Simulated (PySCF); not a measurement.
```xyz
9

C     2.7111    0.0714   -0.0877
C     1.5173   -0.0601   -0.0639
C     0.1264   -0.2082   -0.0367
C    -0.6966   -1.2922   -0.1633
N    -1.9717   -0.9238   -0.0665
C    -1.9398    0.3605    0.1161
O    -0.7057    0.8707    0.1465
H     3.7542    0.1762   -0.1098
H    -2.7816    1.0115    0.2402
```

Geometry: GFN2-xTB.

Method: PySCF, UKS B3LYP, pcH-1 on C H N O, non-relativistic, mean-field spin-orbit, GIAO.

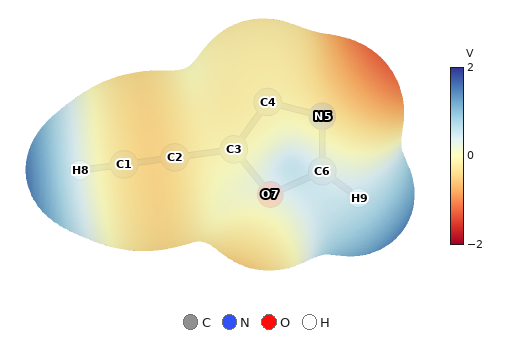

C5H2NO (SMILES C#Cc1[c]nco1) (doublet). The electrostatic potential painted on the density surface at 0.001 e/bohr³, seen across its widest extent; the colour scale runs from red (negative) to blue (positive).

Question: Where is the surface potential most negative and most positive?

Answer: The most negative region (about −1.2 V) lies over N5, the most positive (about +1.5 V) over H8 and H9. N5 is the likeliest acceptor of a hydrogen bond.
